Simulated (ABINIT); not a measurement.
# Effort and miss along a sweep of ngkpt: K (Im-3m, 1 atom in the cell)

```xyz
1
Lattice="-2.6976 2.6976 2.6976 2.6976 -2.6976 2.6976 2.6976 2.6976 -2.6976" Properties=species:S:1:pos:R:3 pbc="T T T"
K      0.0000     0.0000     0.0000
```

Computed with PBEsol, norm-conserving pseudopotentials (PseudoDojo nc-sr-04 PBEsol standard) (plane waves; ABINIT 10.0.3).

Base settings: pseudos = [K.upf]; ecut = 37 Ha; ixc = -116133; occopt = 6; tsmear = 0.00999582 Ha; ngkpt = 6 6 6; nshiftk = 1; shiftk = 0 0 0; potentials = PseudoDojo nc-sr-04 PBEsol standard; nband = 10.

Misses are taken against the tightest run, 21 21 21, which need not be fully converged itself. The energy is the free energy per atom.

The count of work is k-points × plane waves × bands × iterations; it is no time, and leaves out set-up, grids and terms that scale otherwise. Core times come from one kind of shared machine and are given to one figure; runs under 30 s give none.

The starting cell comes from a database of computed structures (which also holds hypothetical and non-ambient phases and stackings), without a prior relaxation at this level.

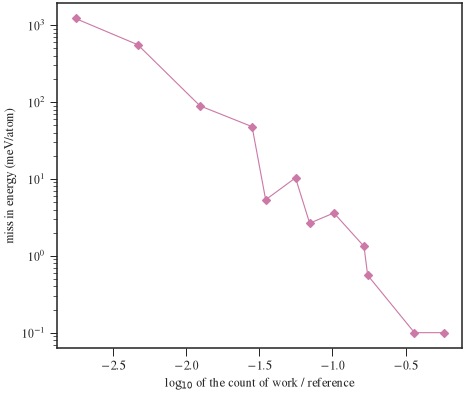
Figure. Miss against the count of work; the reference run is not drawn, and misses under 0.1 meV/atom are drawn there.

```tsv
ngkpt	energy less reference (meV/atom)	pressure less reference (GPa)	count of work / reference	core time / reference (rough)
1 1 1	-1223.79	-0.87	0.0017	–
2 2 2	557.29	0.32	0.0047	–
3 3 3	-89.33	-0.10	0.012	–
4 4 4	47.90	0.09	0.028	–
5 5 5	-5.36	0.00	0.035	–
6 6 6	10.34	0.03	0.056	–
7 7 7	-2.66	0.00	0.070	–
8 8 8	3.61	0.01	0.10	–
10 10 10	1.33	0.00	0.16	0.2
11 11 11	-0.56	0.00	0.17	0.3
14 14 14	-0.10	0.00	0.36	0.4
17 17 17	0.03	0.00	0.58	0.6
21 21 21	0.00	0.00	1.0	1
```

Coarsest setting among those run that, with all tighter ones, holds the energy within 20 meV/atom of the reference: 5 5 5, off by 5.4 meV/atom; it needs 0.035 of the reference's count of work.

Coarsest setting among those run that, with all tighter ones, holds the energy within 1 meV/atom of the reference: 11 11 11, off by 0.56 meV/atom; it needs 0.17 of the reference's count of work and about 0.3 of the reference's time.

The step from 4 4 4 to 7 7 7: it takes the miss in the energy from 48 to 2.7 meV/atom, for 2.5 times the count of work.
